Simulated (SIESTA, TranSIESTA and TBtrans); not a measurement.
System: Pt chain with one C atom inserted. Leads: straight Pt chain, spacing 2.4 Å. Geometry: 3 atoms about the centre moved by SIESTA (PBE, DZP) to a largest force of 0.04 eV/Å, all others as built, motion along the axis alone.

TranSIESTA and TBtrans, PBE, DZP numerical orbitals (energy shift 0.15 eV), PseudoDojo norm-conserving scalar-relativistic potentials, mesh cutoff 200 Ry, 300 K, spin-polarised (collinear), no spin-orbit coupling; self-consistent non-equilibrium Green functions.

Energies count from the leads' Fermi level. Transmissions are for each spin. The energy step is 0.01 eV; narrower resonances are cut or missed.

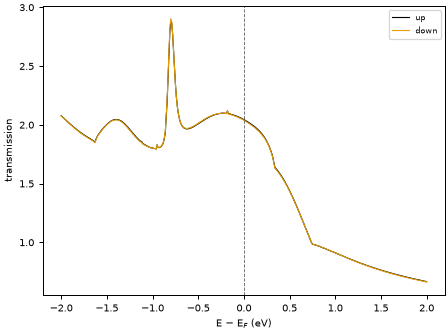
Fig. 1. Transmission against energy

```
E (eV)  T up  T down  lead channels up       down
------  ----  ------  ----------------  ---------
-2.00   2.08    2.08                 3          3
-1.80   1.94    1.94                 3          3
-1.60   1.91    1.90                 4          4
-1.40   2.05    2.04                 4          4
-1.20   1.91    1.91                 4          4
-1.00   1.80    1.80         band edge  band edge
-0.80   2.88    2.90                 6          6
-0.60   1.97    1.97                 6          6
-0.40   2.06    2.06                 6          6
-0.20   2.10    2.10                 4          4
0.00    2.04    2.04                 4          4
0.20    1.92    1.91                 4          4
0.40    1.58    1.57                 3          3
0.60    1.27    1.26                 3          3
0.80    0.97    0.97                 1          1
1.00    0.91    0.91                 1          1
1.20    0.85    0.84                 1          1
1.40    0.79    0.79                 1          1
1.60    0.74    0.74                 1          1
1.80    0.70    0.70                 1          1
2.00    0.67    0.66                 1          1
```

A magnetic start was tried, and the separate lead runs end without a moment. The straight chain is held at its spacing; free chains may zigzag or dimerise. Spin-orbit coupling, left out here, matters for the heavy atoms.
